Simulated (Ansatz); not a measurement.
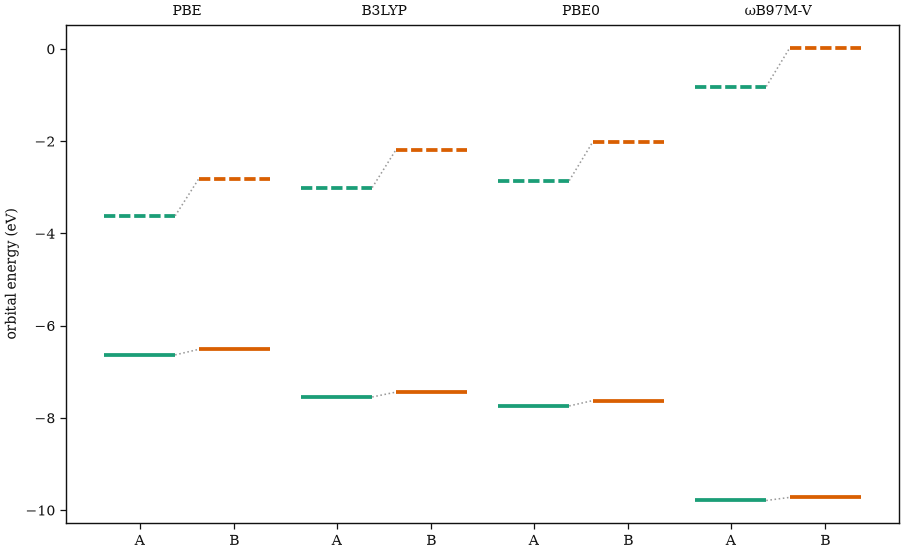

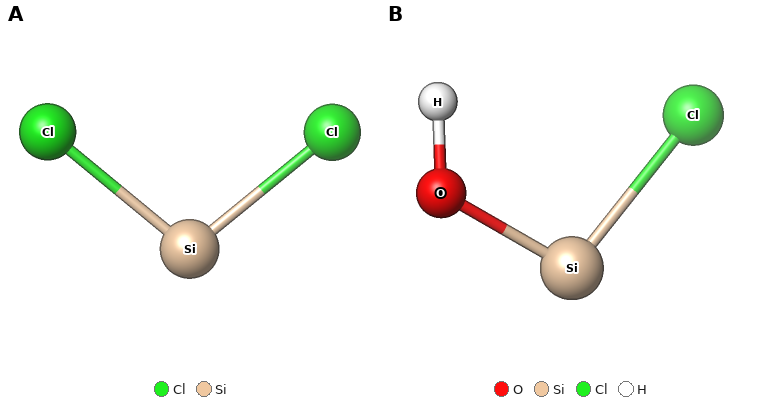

One change: A, SiCl₂ (SMILES Cl[Si]Cl), becomes B, SiHOCl (SMILES O[Si]Cl). Cl on Si is replaced by OH. HOMO (solid) and LUMO (dashed) computed in def2-TZVPP at PBE0-D4/def2-TZVP geometries, both minima by their frequencies, gas phase, the Ansatz code. Empty levels above zero depend strongly on the basis.

What does the change do to HOMO and LUMO?

Answer. PBE: the HOMO rises by 0.12 eV, the LUMO rises by 0.81 eV, and the separation goes from 3.01 to 3.70 eV. B3LYP: the HOMO rises by 0.10 eV, the LUMO rises by 0.82 eV, and the separation goes from 4.54 to 5.25 eV. PBE0: the HOMO rises by 0.12 eV, the LUMO rises by 0.84 eV, and the separation goes from 4.88 to 5.61 eV. ωB97M-V: the HOMO rises by 0.07 eV, the LUMO rises by 0.84 eV, and the separation goes from 8.97 to 9.75 eV.

Do the functionals agree on the effect?

Answer. They agree on the direction for both levels; the HOMO shift lies between 0.07 and 0.12 eV and the LUMO shift between 0.81 and 0.84 eV, while the separations themselves differ by up to 6.1 eV between functionals.
